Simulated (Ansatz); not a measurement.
**CCSD(T)/def2-SVP (core potential) run of CH5FOSn (SMILES FC[O][SnH3])**

Aim: the energy change on altering one bond length of CH5FOSn at CCSD(T)/def2-SVP (core potential), from 2 runs. 

The calculation is run with Ansatz 0.2.0.

117 further runs of the same task are left out: 117 set aside as unsound or not needed. Runs told in other sessions of the task aren't counted.

**1. The structure to begin with**

CH5FOSn: 9 atoms, total charge 0, spin state singlet. SMILES: `FC[O][SnH3]`. The coordinates come from a PBE0-D4/def2-TZVP relaxation. This is one conformer, not always the lowest.

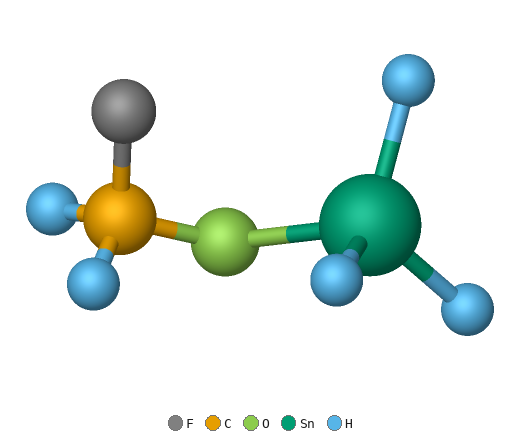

Viewed from a chosen angle; fluorine grey, carbon amber, oxygen green, tin teal, hydrogen blue.

**2. A single-point energy at CCSD(T)/def2-SVP (core potential)**

job.yaml

```yaml
crystal:
  periodic: [false, false, false]
  atoms:
    - {symbol: F, position_ang: [-0.596800, 1.754200, 0.031500]}
    - {symbol: C, position_ang: [-1.291500, 0.566100, 0.277800]}
    - {symbol: O, position_ang: [-0.736000, -0.463400, -0.405000]}
    - {symbol: Sn, position_ang: [1.239300, -0.701500, -0.319700]}
    - {symbol: H, position_ang: [-1.258800, 0.434000, 1.369300]}
    - {symbol: H, position_ang: [-2.319100, 0.724600, -0.066100]}
    - {symbol: H, position_ang: [1.690100, -0.390300, 1.294800]}
    - {symbol: H, position_ang: [1.407800, -2.333100, -0.765300]}
    - {symbol: H, position_ang: [1.953500, 0.363100, -1.434400]}
basis:
  gaussian: {orbitals: def2-SVP}
correlation: {method: ccsd_t, frozen_orbitals: {C: 1, F: 1, H: 0, O: 1, Sn: 4}}
accuracy: high
scf: {omitted_lower_state_checks: [cluster_reference, increment]}
```

On the command line:

```
$ ansatz run job.yaml --threads 1 --pin off --max-ram 3480MiB --events-out events.jsonl --progress --plain --runs-dir runs
```

Output, cut to the lines that bear on the results:

```text
Warning: RAYON_NUM_THREADS=1 ignored (pool sized by the plan → 1); use --threads N
Functional definition: HF
  name "HF"
[...]
2278 factors; integrals over basis functions are off by at most 3.5e-9 eV
[...]
mean field -11652.83653286 eV, -428.2338440065 hartree, gradient 2.8e-8 eV, S^2 0.000000; 0 other end points of the search recorded, 0 dependent functions left out
7 core orbitals not correlated: weight in the atoms' cores, before any rotation towards them, 1.000 or more for the frozen orbitals, at most 0.000 for the correlated occupied ones
reference -11652.83653286 eV, -428.2338440065 hartree; 18, 18 occupied and 68, 68 virtual orbitals, 2278 factors
second order -17.00962280 eV of doubles, -0.00000000 eV of singles
cycle   1  -17.45255274 eV  change   -4.4e-1 eV  update   1.0e-1
[...]
cycle  21  -18.05756707 eV  change  -6.6e-10 eV  update   2.4e-9
perturbative correction -0.41073464 eV, -0.0150942197 hartree
Total energy: -11671.30483457 eV, -428.9125415760 hartree
Checks for a lower state left out: cluster_reference, increment
```

Run time: 59 s. Hardware: 1 thread of Arm Neoverse V1, shared host; peak memory 0.68 GiB.

**3. The distorted shape at the same level**

in.yaml

```yaml
crystal:
  periodic: [false, false, false]
  atoms:
    - {symbol: F, position_ang: [-1.453832, 0.476691, 1.369128]}
    - {symbol: C, position_ang: [-2.148532, -0.711409, 1.615428]}
    - {symbol: O, position_ang: [-1.593032, -1.740909, 0.932628]}
    - {symbol: Sn, position_ang: [0.382268, -1.979009, 1.017928]}
    - {symbol: H, position_ang: [-2.115832, -0.843509, 2.706928]}
    - {symbol: H, position_ang: [-3.176132, -0.552909, 1.271528]}
    - {symbol: H, position_ang: [0.833068, -1.667809, 2.632428]}
    - {symbol: H, position_ang: [0.550768, -3.610609, 0.572328]}
    - {symbol: H, position_ang: [1.953500, 0.363100, -1.434400]}
basis:
  gaussian:
    orbitals: def2-SVP
total_charge: 0
correlation:
  method: ccsd_t
  frozen_orbitals: {C: 1, F: 1, H: 0, O: 1, Sn: 4}
accuracy: high
scf:
  omitted_lower_state_checks: [cluster_reference, increment]
```

On the command line:

```
$ ansatz run in.yaml --threads 1 --pin off --max-ram 3480MiB --events-out events.jsonl --progress --plain --runs-dir runs
```

Output, cut to the lines that bear on the results:

```text
Warning: RAYON_NUM_THREADS=1 ignored (pool sized by the plan → 1); use --threads N
Functional definition: HF
  name "HF"
[...]
2232 factors; integrals over basis functions are off by at most 7.2e-9 eV
[...]
mean field -11647.58164009 eV, -428.0407302591 hartree, gradient 2.1e-8 eV, S^2 0.000000; 1 other end points of the search recorded, 0 dependent functions left out; unrestricted orbitals would lower it
7 core orbitals not correlated: weight in the atoms' cores, before any rotation towards them, 1.000 or more for the frozen orbitals, at most 0.000 for the correlated occupied ones
reference -11647.58164009 eV, -428.0407302591 hartree; 18, 18 occupied and 68, 68 virtual orbitals, 2232 factors
second order -17.86862571 eV of doubles, -0.00000000 eV of singles
cycle   1  -18.01250265 eV  change    -1.8e0 eV  update   1.6e-1
[...]
cycle  30  -19.79938271 eV  change    1.2e-9 eV  update  5.7e-10
perturbative correction -0.78708712 eV, -0.0289249183 hartree
WARN: these amplitudes may be one of several solutions (largest doubles amplitude 0.62, level shift 3.92 eV)
Total energy: -11668.16810993 eV, -428.7972690715 hartree
Checks for a lower state left out: cluster_reference, increment
```

Wall time 96 s (1 thread of Arm Neoverse V1, shared host); peak memory 0.67 GiB.

**4. Summary of results**

Level: CCSD(T)/def2-SVP (core potential), 7 core orbitals frozen.

| quantity | value |
| --- | --- |
| first shape: total energy | -428.91254 Eh |
| first shape: correlation energy (7 core orbitals frozen) | -678.7 mEh |
| first shape: (T) correction | -15.09 mEh |
| first shape: T1 diagnostic | 0.011 |
| distorted shape: total energy | -428.79727 Eh |
| distorted shape: correlation energy (7 core orbitals frozen) | -756.5 mEh |
| distorted shape: (T) correction | -28.92 mEh |
| distorted shape: T1 diagnostic | 0.031 |
| energy change with the Sn4–H9 bond stretched from 1.699 to 3.737 Å | 3.137 eV |

One bond (distorted shape) is far stretched, which a spin-restricted single reference describes badly; perturbation theory on it can break down and give far too much correlation. With the Sn4–H9 bond stretched from 1.699 to 3.737 Å the energy rises by 3.14 eV (72 kcal/mol). The first shape isn't relaxed at this level, so the change isn't measured from a minimum. A restricted reference can't describe the breaking bond well at this length. The triples (first shape) make up 2.2 % of the correlation energy. The T1 diagnostic (distorted shape) of 0.031 is above the customary mark for such species, so a single reference may not serve. The restricted solution (distorted shape) is unstable to spin breaking: an unrestricted one lies lower. The triples (distorted shape) make up 3.8 % of the correlation energy.
